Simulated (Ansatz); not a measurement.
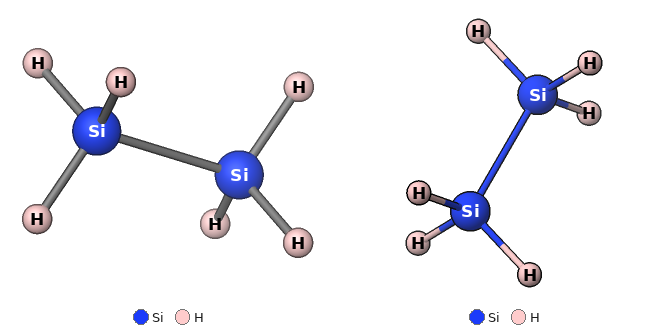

Two views of one molecule.

Which formula does it have?

Si₂H₆, 8 atoms: 2 silicon and 6 hydrogen.

Count the bonded pairs by element.

6 Si–H, 1 Si–Si. Sticks follow a distance rule.

How many atoms are distinct by symmetry?

2: 2 Si, 6 H.

The parts below concern this one geometry. Atoms keep their numbers from picture to picture. The computed structure is the end point of a PBE0-D4/def2-TZVP optimisation.

## Shape

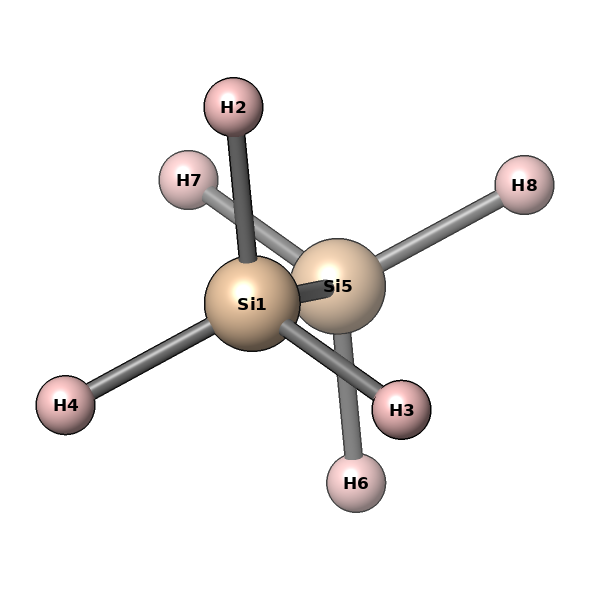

Si5 lies behind Si1. The molecule seen a little off the Si1–Si5 bond, Si1 in front. Distant atoms are faded towards the background colour.

What is the torsion angle H2–Si1–Si5–H6? The sign is positive where the front bond must turn clockwise to cover the back bond.

180°, antiperiplanar (anti). The bonds about Si1–Si5 are staggered.

## Charges

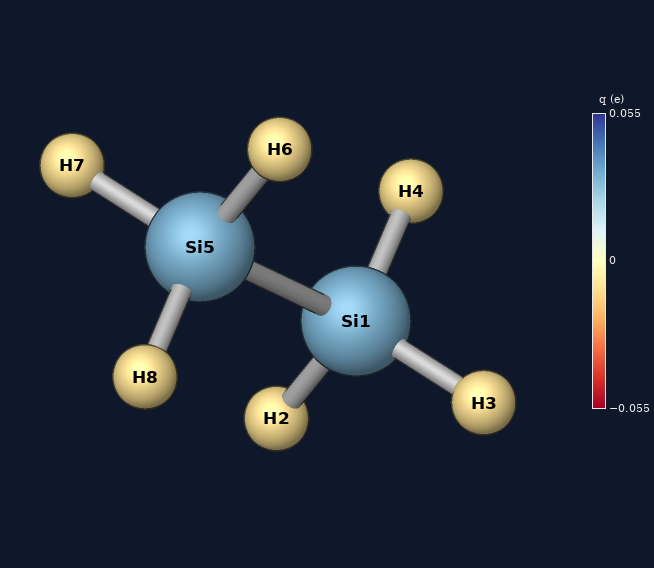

Atoms are coloured by their Mulliken charges. Properties computed with RKS PBE0-D4/def2-TZVP (Ansatz 0.2.0).

Give the Mulliken charges atom by atom.

| atom | value (e) |
| --- | --- |
| Si1 | 0.03 |
| H2 | −0.01 |
| H3 | −0.01 |
| H4 | −0.01 |
| Si5 | 0.03 |
| H6 | −0.01 |
| H7 | −0.01 |
| H8 | −0.01 |

## Electronic properties

Properties computed with RKS PBE0-D4/def2-TZVPP (Ansatz 0.2.0).

What is the HOMO energy (Kohn–Sham orbital)?

−8.39 eV.

Estimate the dispersion correction.

−10.6 kJ/mol.

Give the LUMO energy (Kohn–Sham orbital) at this level.

0.29 eV.

## Thermal motion

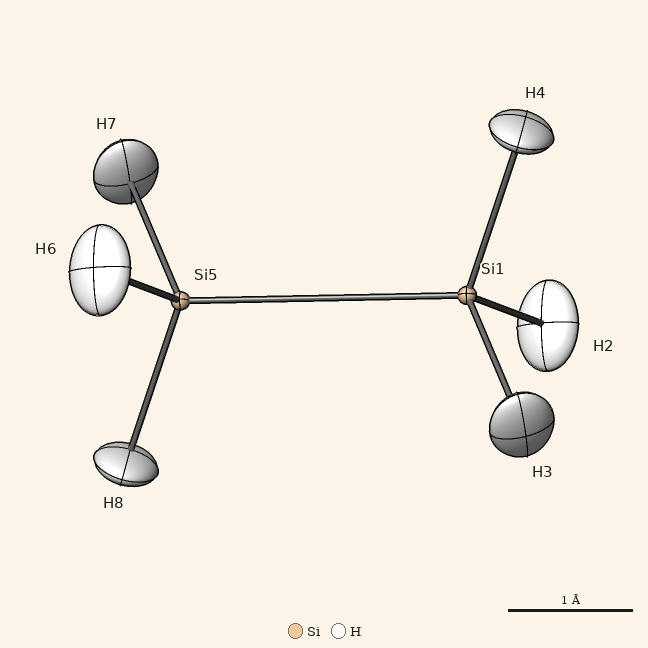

Displacement ellipsoids at the 50 % level, from the internal vibrations of the free molecule (harmonic, no overall translation or rotation; no half-axis is drawn under 0.075 Å). Vibrations computed with RKS PBE0-D4/def2-TZVP (Ansatz 0.2.0). Temperature: 200 K.

Give the displacement parameters, one line for each set of equivalent atoms.

| atom | U_eq (Å²) | rms amplitudes (Å) |
| --- | --- | --- |
| Si1, Si5 | 0.00034 | 0.012, 0.012, 0.027 |
| H2, H3, H4, H6… | 0.0321 | 0.086, 0.174, 0.242 |

Mulliken values depend strongly on the basis set and can even reverse the polarity of a bond.
